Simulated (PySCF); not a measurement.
**C3H8B2, SMILES `BC(B)C=C`: what the electrons do**

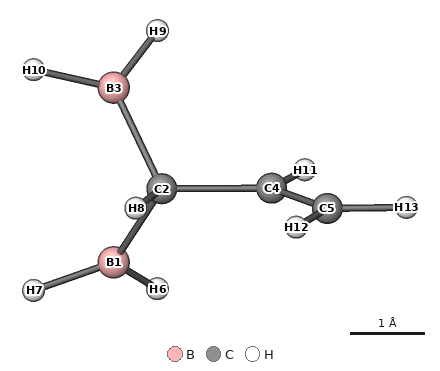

The molecule, with its atoms numbered as below. No frequency check shows the geometry to be a minimum.

Geometry (Å), atoms numbered from 1:

```
B1       1.3605    1.2287   -0.0590
C2       0.4439    0.0002    0.2938
B3       1.3599   -1.2292   -0.0591
C4      -0.8711    0.0004   -0.4129
C5      -2.0387    0.0000    0.2047
H6       1.2031    1.8157   -1.0574
H7       2.2065    1.5524    0.6796
H8       0.2870   -0.0003    1.3775
H9       1.2022   -1.8160   -1.0575
H10      2.2056   -1.5534    0.6795
H11     -0.8269    0.0007   -1.4935
H12     -2.1132    0.0006    1.2811
H13     -2.9718   -0.0010   -0.3326
```

### 1. Bonding charge

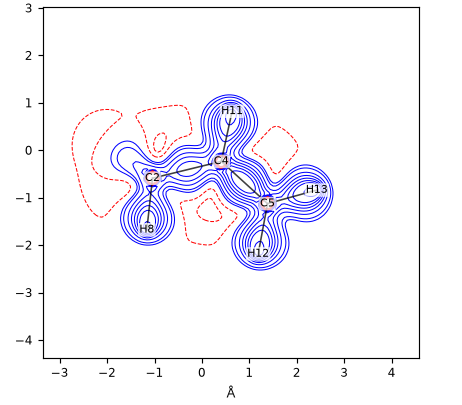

Deformation density (molecule less spherical, spin-averaged free atoms) in the plane of C2, C4, C5, H8, H11, H12 and H13; contours at ±0.05 to ±0.8 e/Å³; solid blue lines: gain, dashed red lines: loss.

Method: B3LYP/def2-SVPD; geometry: GFN2-xTB; program: PySCF.

> How much density has each bond in this plane gained at its critical point, relative to the free atoms?

C4–C5: +0.73 e/Å³ at the bond critical point (bond length 1.32 Å). C4–H11: +0.72 e/Å³ at the bond critical point (bond length 1.08 Å). C5–H13: +0.71 e/Å³ at the bond critical point (bond length 1.08 Å). C5–H12: +0.70 e/Å³ at the bond critical point (bond length 1.08 Å). C2–H8: +0.59 e/Å³ at the bond critical point (bond length 1.09 Å). C2–C4: +0.47 e/Å³ at the bond critical point (bond length 1.49 Å). In all, 3.1 electrons gather in the regions of gain relative to the promolecule.

> Where do the Hirshfeld charges lie?

The highest Hirshfeld charge is on B1 and B3 (+0.17 e), the lowest on C2 (−0.14 e).

### 2. Local ionisation energy

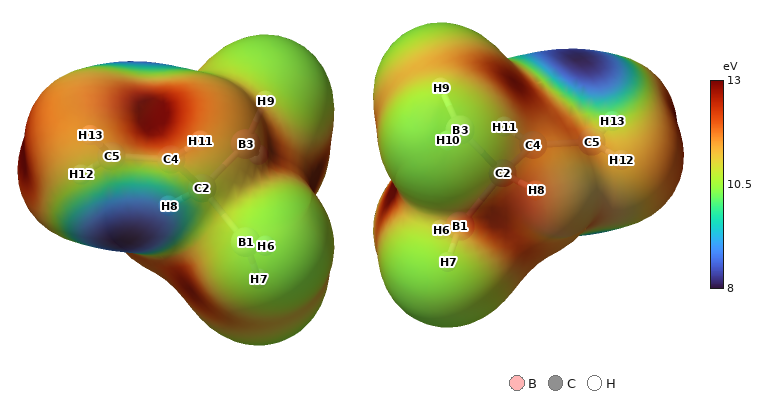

Average local ionisation energy on the surface of electron density 0.001 a.u. (back view left, front view right).

> Where are the most loosely bound electrons on this surface?

The lowest value is 8.1 eV, over C5, off the plane of its three bonds (2.1 Å), and at like points elsewhere. Further minima include 10.3 eV, 1.5 Å from H7, and at like points elsewhere. For comparison, the highest occupied orbital lies at −7.0 eV.

> What volume does the surface enclose, and what is the dipole moment?

About 127 Å³; the dipole moment is 0.2 D.

### 3. Removing or adding an electron

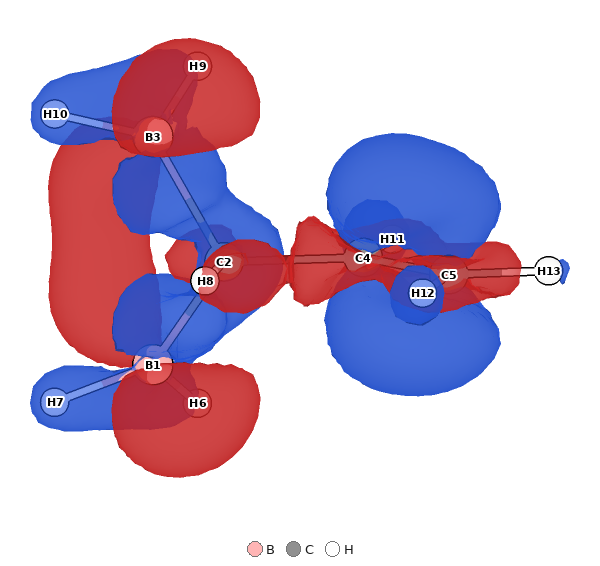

Dual descriptor f⁺ − f⁻ at ±0.03 e/Å³ (red positive, blue negative).

Computed with PySCF, ωB97X/6-311+G**, geometry: GFN2-xTB.

> Which atoms come out as electrophilic, and which as nucleophilic?

Electrophilic (positive): B1 and B3 (+0.19). Nucleophilic (negative): C5 (−0.19) and C4 (−0.17). f⁻ (Hirshfeld-condensed) is largest on C5 (0.25) and C4 (0.17); the vertical ionisation energy is 9.30 eV (the stability of the cation's solution wasn't checked). f⁺ (Hirshfeld-condensed) is largest on B1 and B3 (0.25 each); the vertical electron affinity is 0.46 eV (the stability of the anion's solution wasn't checked).
